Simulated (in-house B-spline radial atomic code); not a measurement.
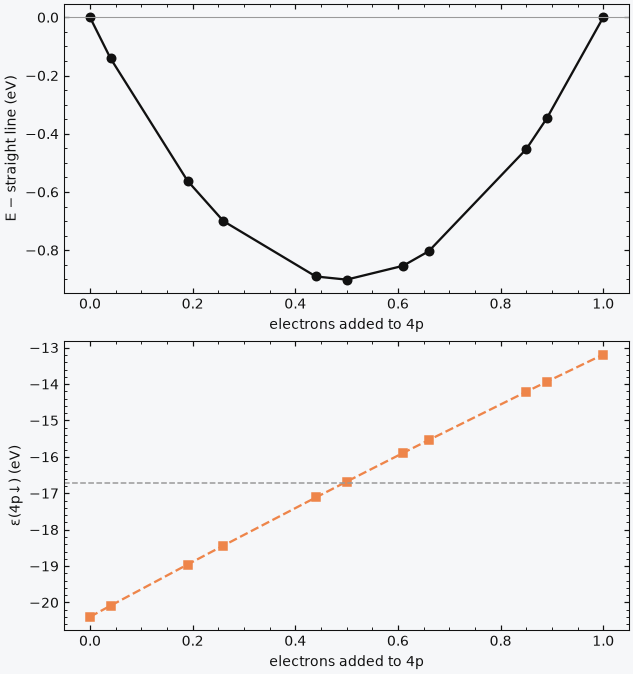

Level of theory: scalar-relativistic (spin-free one-electron X2C) wB97X, spin-polarised, spherical fractional occupations, Fermi nucleus, basis-set limit. Computed with an in-house B-spline radial code. The occupation of the 4p shell is varied from Kr⁺ ([Ar] 3d10 4s2 4p5 (high spin)) to Kr ([Ar] 3d10 4s2 4p6), with spherical fractional occupations. The plot shows the total energy less the straight line between the end points, and the eigenvalue of 4p↓ (the dashed line is minus the energy to take the whole electron out).

Is the energy convex or concave in the occupation, and by how much?

The curve is convex (below the straight line), with the largest deviation among the points computed, −0.90 eV, at 0.5. The end points differ by 16.7 eV, the energy to take the electron out. The eigenvalue, which is the slope of the energy (Janak's theorem), moves from −20.4 eV at 0 to −13.2 eV at 1; for a straight line it would stay constant, and a parabola would sag by an eighth of this change, scaled to a whole electron, 0.90 eV. Convexity is the mark of the delocalisation error, which puts fractional charges too low; for p, d and f shells the spherical spreading of the fraction adds to it. Exact exchange at spherical fractional occupations leaves self-interaction in partly filled shells, which adds to the curvature.
